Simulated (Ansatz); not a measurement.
Cr$_{3}$P$_{3}$ (charge −1)

```xyz
6

Cr   -0.4926    0.9101    0.5179
Cr    0.0750   -1.0949    1.0638
Cr   -0.2146   -0.5417   -0.9989
P     0.9147    1.4837   -1.2504
P     1.7606    0.0715    0.2587
P    -2.0431   -0.8287    0.4088
```

Geometry: PBE0-D4/def2-SVPD.

Theory: RKS PBE0-D4/def2-TZVPD in Ansatz.

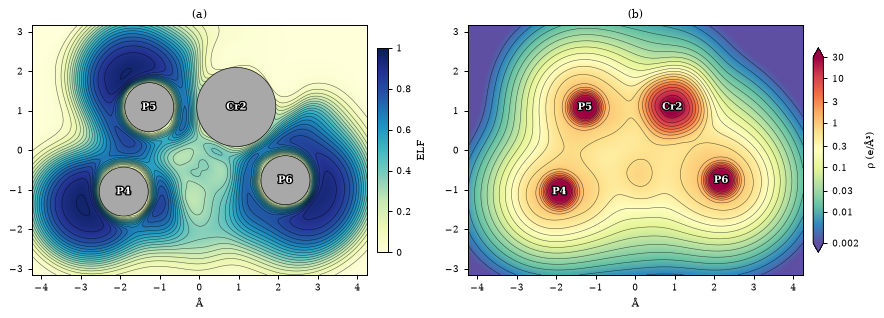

Figure 1. (a) ELF; (b) electron density on the plane of atoms P5, Cr2 and P6. Grey discs cover the atomic cores in the ELF map.

> What does the map show?

- The section cuts through Cr and P sites.
- Cr–P (2.20 Å): ρ is about 0.68 e/Å³ halfway; the ELF peaks at about 0.70 in the valence shell of P, 0.9 Å from its nucleus, and is about 0.50 at the midpoint.
- P–P (2.23 Å): ρ at the midpoint is about 0.68 e/Å³; the ELF peaks at about 0.80 between the atoms, as expected for localised, covalent bonding.

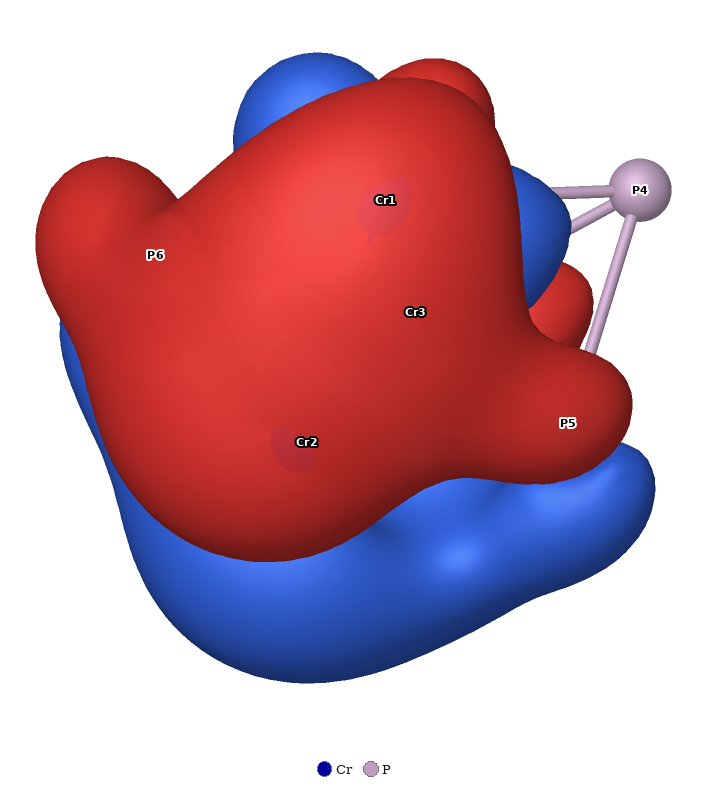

Figure 2. The HOMO at ±0.05 Å⁻³ᐟ² (blue and red are the two phases), seen at a tilt.

> What is the character of this orbital?

By Hirshfeld shares it lies mainly on Cr1 (about 35 %), Cr3 (about 35 %) and Cr2 (about 20 %). Its energy is −0.23 eV.

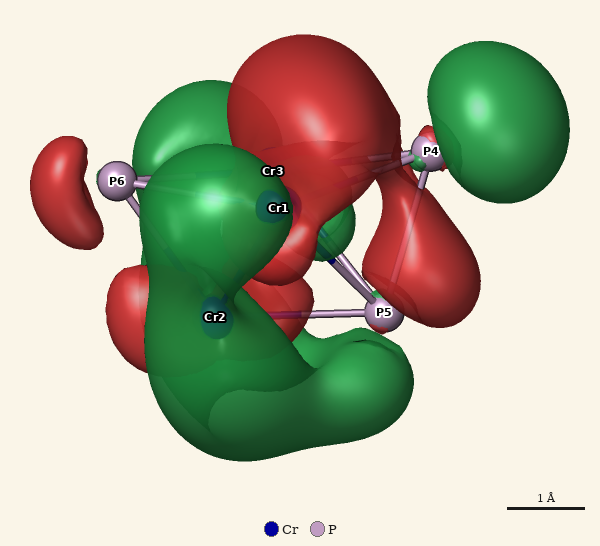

Figure 3. The HOMO−1 at ±0.06 Å⁻³ᐟ² (green and red are the two phases), seen at a tilt.

> Describe this orbital and give its energy.

It lies mainly on Cr2 (about 35 %), Cr1 (about 25 %), Cr3 (about 25 %) and P4 (about 10 %). Its energy is −0.46 eV.
